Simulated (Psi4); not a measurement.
**Geometry relaxation of SnSe (part 2 of 4)**

SnSe, SMILES [Se][Sn]; PBE/def2-TZVPP, RKS, core potentials def2 (Psi4 1.11). The geometry comes from this level: PBE0-D4/def2-TZVP.

Geometry of the input (Å):
```
Se 0.0000  -0.0000  0.0065
Sn -0.0000  0.0000  2.3318
```

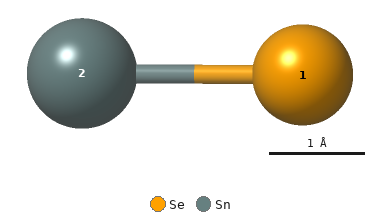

Figure 1. The input geometry (ball-and-stick view, seen on its broad side; atoms are numbered from 1 in the order of the input). Sticks mark near contacts.

**The program's output, continued**
```
  SCF Guess: Orbitals guess was supplied from a previous computation.

   -------------------------------------------------------
    Irrep   Nso     Nmo     Nalpha   Nbeta   Ndocc  Nsocc
   -------------------------------------------------------
     A         98      98      28      28      28       0
   -------------------------------------------------------
    Total      98      98      28      28      28       0
   -------------------------------------------------------

  ==> Iterations <==

                        Total Energy        Delta E     RMS |[F,P]|

   @RKS iter   0: -2615.54078100304514   -2.61554e+03   9.95626e-04
   @RKS iter   1: -2615.55501778945791   -1.42368e-02   2.68730e-04 ADIIS/DIIS
   @RKS iter   2: -2615.54600951803786    9.00827e-03   1.12765e-03 ADIIS/DIIS
   @RKS iter   3: -2615.55533015808305   -9.32064e-03   1.77035e-04 ADIIS/DIIS
   @RKS iter   4: -2615.55551952318774   -1.89365e-04   2.39137e-05 DIIS
   @RKS iter   5: -2615.55552404714945   -4.52396e-06   2.90074e-06 DIIS
   @RKS iter   6: -2615.55552406583820   -1.86888e-08   9.15171e-07 DIIS
   @RKS iter   7: -2615.55552407266123   -6.82303e-09   9.30976e-08 DIIS
   @RKS iter   8: -2615.55552407272353   -6.23004e-11   2.10054e-08 DIIS
   @RKS iter   9: -2615.55552407272626   -2.72848e-12   9.30415e-10 DIIS
  Energy and wave function converged.

  ==> Post-Iterations <==

   Electrons on quadrature grid:
      Ntotal   =   55.9999991366 ; deviation = -8.634e-07

    Final Occupation by Irrep:
              A
    DOCC [    28 ]
    NA   [    28 ]
    NB   [    28 ]

  @RKS Final Energy: -2615.55552407272626

   => Energetics <=

    Nuclear Repulsion Energy =            167.1145330077148401
    One-Electron Energy =               -4053.9484544911056219
    Two-Electron Energy =                1376.0832286123004451
    DFT Exchange-Correlation Energy =    -104.8048312016355794
    Empirical Dispersion Energy =           0.0000000000000000
    VV10 Nonlocal Energy =                  0.0000000000000000
    Total Energy =                      -2615.5555240727262571

Computation Completed

Properties will be evaluated at   0.000000,   0.000000,   0.000000 [a0]

Properties computed using the SCF density matrix

 Multipole Moments:

 ------------------------------------------------------------------------------------
     Multipole            Electronic (a.u.)      Nuclear  (a.u.)        Total (a.u.)
 ------------------------------------------------------------------------------------

 L = 1.  Multiply by 2.5417464519 to convert [e a0] to [Debye]
 Dipole X            :         -0.0000000            0.0000000           -0.0000000
 Dipole Y            :          0.0000000            0.0000000            0.0000000
 Dipole Z            :         53.1003834          -51.9350351            1.1653483
 Magnitude           :                                                    1.1653483

 ------------------------------------------------------------------------------------

	total time  =          6 seconds =       0.10 minutes

         ------------------------------------------------------------
                                   SCF GRAD
         ------------------------------------------------------------

  ==> Geometry <==

    Molecular point group: c1
    Full point group: C_inf_v

    Geometry (in Bohr), charge = 0, multiplicity = 1:

       Center              X                  Y                   Z               Mass
    ------------   -----------------  -----------------  -----------------  -----------------
         SE           0.000000000000     0.000000000000    -2.685828981199    79.916521800000
         SN           0.000000000000     0.000000000000     1.790143195113   119.902201630000

  Nuclear repulsion =  167.114533007714840

   => Molecular Quadrature <=

    Radial Scheme          =       TREUTLER
    Pruning Scheme         =           NONE
    Nuclear Scheme         =       TREUTLER

    Blocking Scheme        =         OCTREE
    BS radius alpha        =              1
    Pruning alpha          =              1
    Radial Points          =             99
    Spherical Points       =            590
    Total Points           =         108826
    Total Blocks           =            954
    Max Points             =            256
    Max Functions          =             93
    Weights Tolerance      =       1.00E-15

  -Total Gradient:
     Atom            X                  Y                   Z
    ------   -----------------  -----------------  -----------------
       1        0.000000000010    -0.000000000013    -0.004202199533
       2       -0.000000000009     0.000000000013     0.004216316442

	total time  =         12 seconds =       0.20 minutes

    			-----------------------------------------

    			 OPTKING 3.0: for geometry optimizations

    			        with contributions from

    			-----------------------------------------

	                            ===> Fragment 1 <==

	 Z (Atomic Numbers)          Masses                          Geom
	      34.000000            79.916522          0.00000000  0.00000000 -2.68582898
	      50.000000            119.902202         0.00000000  0.00000000  1.79014320

	 - Coordinate -           - BOHR/RAD -       - ANG/DEG -
	 R(1,2)           =         4.475972           2.368582

	        --- Internal Coordinate Step in ANG or DEG, aJ/ANG or AJ/DEG ---
	-------------------------------------------------------------------------------
	           Coordinate      Previous         Force          Change          New
	           ----------      --------        ------          ------        ------
	               R(1,2)       2.36858       -0.03468       -0.01171       2.35687
	-------------------------------------------------------------------------------

	                                 ==> Convergence Check <==

	Measures of convergence in internal coordinates in au.

	Criteria marked as inactive (o), active & met (*), and active & unmet ( ).

	----------------------------------------------------------------------------------------------
	   Step    Total Energy     Delta E     Max Force     RMS Force      Max Disp      RMS Disp
	----------------------------------------------------------------------------------------------
	  Convergence Criteria              o    1.50e-05 *    1.00e-05 *    6.00e-05 *    4.00e-05 *
	----------------------------------------------------------------------------------------------
	     2   -2615.55552407   -2.74e-04 o    4.21e-03      4.21e-03      2.21e-02      2.21e-02    ~
	----------------------------------------------------------------------------------------------

Next Geometry in Ang
	Fragment 1 (Ang)

	   Se   0.0000000000   0.0000000000  -1.4154247732
	   Sn   0.0000000000   0.0000000000   0.9414482673

    Structure for next step:
    Molecular point group: c1
    Full point group: C_inf_v

    Geometry (in Bohr), charge = 0, multiplicity = 1:

    SE           0.000000000000     0.000000000000    -2.672551196314
    SN           0.000000000000     0.000000000000     1.781293362743

gradient() will perform analytic gradient computation.

  ==> Geometry <==

    Molecular point group: c1
    Full point group: C_inf_v

    Geometry (in Bohr), charge = 0, multiplicity = 1:

       Center              X                  Y                   Z               Mass
    ------------   -----------------  -----------------  -----------------  -----------------
         SE           0.000000000000     0.000000000000    -2.672551196314    79.916521800000
         SN           0.000000000000     0.000000000000     1.781293362743   119.902201630000

  Running in c1 symmetry.

  Rotational constants: A = ************  B =      0.06328  C =      0.06328 [cm^-1]
  Rotational constants: A = ************  B =   1897.21815  C =   1897.21815 [MHz]
  Nuclear repulsion =  167.944792433079385

  Charge       = 0
  Multiplicity = 1
  Electrons    = 56
  Nalpha       = 28
  Nbeta        = 28

   => Molecular Quadrature <=

    Radial Scheme          =       TREUTLER
    Pruning Scheme         =           NONE
    Nuclear Scheme         =       TREUTLER

    Blocking Scheme        =         OCTREE
    BS radius alpha        =              1
    Pruning alpha          =              1
    Radial Points          =             99
    Spherical Points       =            590
    Total Points           =         108829
    Total Blocks           =            956
    Max Points             =            256
    Max Functions          =             93
    Weights Tolerance      =       1.00E-15

  ==> Integral Setup <==

  Using in-core PK algorithm.
   Calculation information:
      Number of atoms:                   2
      Number of AO shells:              32
      Number of primitives:             68
      Number of atomic orbitals:       114
      Number of basis functions:        98

      Integral cutoff                 1.00e-12
      Number of threads:                 1

  Performing in-core PK
  Using 23537052 doubles for integral storage.
  We computed 127386 shell quartets total.
  Whereas there are 139656 unique shell quartets.

  ==> DiskJK: Disk-Based J/K Matrices <==

    J tasked:                  Yes
    K tasked:                   No
    wK tasked:                  No
    Memory [MiB]:              900
    Schwarz Cutoff:          1E-12

  Cached 100.0% of DFT collocation blocks in 0.238 [GiB].

  Minimum eigenvalue in the overlap matrix is 3.9988881170E-03.
  Reciprocal condition number of the overlap matrix is 9.7398057762E-04.
    Using symmetric orthogonalization.

  ==> Iterations <==

                        Total Energy        Delta E     RMS |[F,P]|

   @RKS iter   0: -2615.55970707031975   -2.61556e+03   2.64320e-04
   @RKS iter   1: -2615.55553812968037    4.16894e-03   7.18126e-05 DIIS
   @RKS iter   2: -2615.55503637104266    5.01759e-04   2.67303e-04 ADIIS/DIIS
   @RKS iter   3: -2615.55555853111218   -5.22160e-04   4.94107e-05 DIIS
   @RKS iter   4: -2615.55557375952503   -1.52284e-05   4.75875e-06 DIIS
   @RKS iter   5: -2615.55557393469735   -1.75172e-07   9.57228e-07 DIIS
   @RKS iter   6: -2615.55557394067864   -5.98129e-09   8.70379e-08 DIIS
   @RKS iter   7: -2615.55557394071047   -3.18323e-11   2.06995e-08 DIIS
   @RKS iter   8: -2615.55557394071411   -3.63798e-12   5.51873e-09 DIIS
  Energy and wave function converged.

  ==> Post-Iterations <==

   Electrons on quadrature grid:
      Ntotal   =   55.9999991715 ; deviation = -8.285e-07

    Final Occupation by Irrep:
              A
    DOCC [    28 ]
    NA   [    28 ]
    NB   [    28 ]

  @RKS Final Energy: -2615.55557394071411

   => Energetics <=

    Nuclear Repulsion Energy =            167.9447924330793853
    One-Electron Energy =               -4055.6056732274355454
    Two-Electron Energy =                1376.9135369238088060
    DFT Exchange-Correlation Energy =    -104.8082300701665162
    Empirical Dispersion Energy =           0.0000000000000000
    VV10 Nonlocal Energy =                  0.0000000000000000
    Total Energy =                      -2615.5555739407141118

Computation Completed

Properties will be evaluated at   0.000000,   0.000000,   0.000000 [a0]

Properties computed using the SCF density matrix

 Multipole Moments:

 ------------------------------------------------------------------------------------
     Multipole            Electronic (a.u.)      Nuclear  (a.u.)        Total (a.u.)
 ------------------------------------------------------------------------------------

 L = 1.  Multiply by 2.5417464519 to convert [e a0] to [Debye]
 Dipole X            :         -0.0000000            0.0000000           -0.0000000
 Dipole Y            :          0.0000000            0.0000000            0.0000000
 Dipole Z            :         52.8256451          -51.6782867            1.1473584
 Magnitude           :                                                    1.1473584

 ------------------------------------------------------------------------------------

	total time  =          5 seconds =       0.08 minutes

         ------------------------------------------------------------
                                   SCF GRAD
         ------------------------------------------------------------

  ==> Geometry <==

    Molecular point group: c1
    Full point group: C_inf_v

    Geometry (in Bohr), charge = 0, multiplicity = 1:

       Center              X                  Y                   Z               Mass
    ------------   -----------------  -----------------  -----------------  -----------------
         SE           0.000000000000     0.000000000000    -2.672551196314    79.916521800000
         SN           0.000000000000     0.000000000000     1.781293362743   119.902201630000

  Nuclear repulsion =  167.944792433079385

   => Molecular Quadrature <=

    Radial Scheme          =       TREUTLER
    Pruning Scheme         =           NONE
    Nuclear Scheme         =       TREUTLER

    Blocking Scheme        =         OCTREE
    BS radius alpha        =              1
    Pruning alpha          =              1
    Radial Points          =             99
    Spherical Points       =            590
    Total Points           =         108829
    Total Blocks           =            956
    Max Points             =            256
    Max Functions          =             93
    Weights Tolerance      =       1.00E-15

  -Total Gradient:
     Atom            X                  Y                   Z
    ------   -----------------  -----------------  -----------------
       1       -0.000000000000    -0.000000000002    -0.000256502613
       2       -0.000000000000     0.000000000000     0.000270614801

	total time  =         13 seconds =       0.22 minutes

    			-----------------------------------------

    			 OPTKING 3.0: for geometry optimizations

    			        with contributions from

    			-----------------------------------------

	                            ===> Fragment 1 <==

	 Z (Atomic Numbers)          Masses                          Geom
	      34.000000            79.916522          0.00000000  0.00000000 -2.67255120
	      50.000000            119.902202         0.00000000  0.00000000  1.78129336

	 - Coordinate -           - BOHR/RAD -       - ANG/DEG -
	 R(1,2)           =         4.453845           2.356873

	        --- Internal Coordinate Step in ANG or DEG, aJ/ANG or AJ/DEG ---
	-------------------------------------------------------------------------------
	           Coordinate      Previous         Force          Change          New
	           ----------      --------        ------          ------        ------
	               R(1,2)       2.35687       -0.00217       -0.00072       2.35616
	-------------------------------------------------------------------------------

	                                 ==> Convergence Check <==

	Measures of convergence in internal coordinates in au.

	Criteria marked as inactive (o), active & met (*), and active & unmet ( ).

	----------------------------------------------------------------------------------------------
	   Step    Total Energy     Delta E     Max Force     RMS Force      Max Disp      RMS Disp
	----------------------------------------------------------------------------------------------
	  Convergence Criteria              o    1.50e-05 *    1.00e-05 *    6.00e-05 *    4.00e-05 *
	----------------------------------------------------------------------------------------------
	     3   -2615.55557394   -4.99e-05 o    2.64e-04      2.64e-04      1.35e-03      1.35e-03    ~
	----------------------------------------------------------------------------------------------

Next Geometry in Ang
	Fragment 1 (Ang)

	   Se   0.0000000000   0.0000000000  -1.4138946799
	   Sn   0.0000000000   0.0000000000   0.9422613455

    Structure for next step:
    Molecular point group: c1
    Full point group: C_inf_v

    Geometry (in Bohr), charge = 0, multiplicity = 1:

    SE           0.000000000000     0.000000000000    -2.671738144622
    SN           0.000000000000     0.000000000000     1.780751452233

gradient() will perform analytic gradient computation.

  ==> Geometry <==

    Molecular point group: c1
    Full point group: C_inf_v

    Geometry (in Bohr), charge = 0, multiplicity = 1:

       Center              X                  Y                   Z               Mass
    ------------   -----------------  -----------------  -----------------  -----------------
         SE           0.000000000000     0.000000000000    -2.671738144622    79.916521800000
         SN           0.000000000000     0.000000000000     1.780751452233   119.902201630000

  Running in c1 symmetry.
```
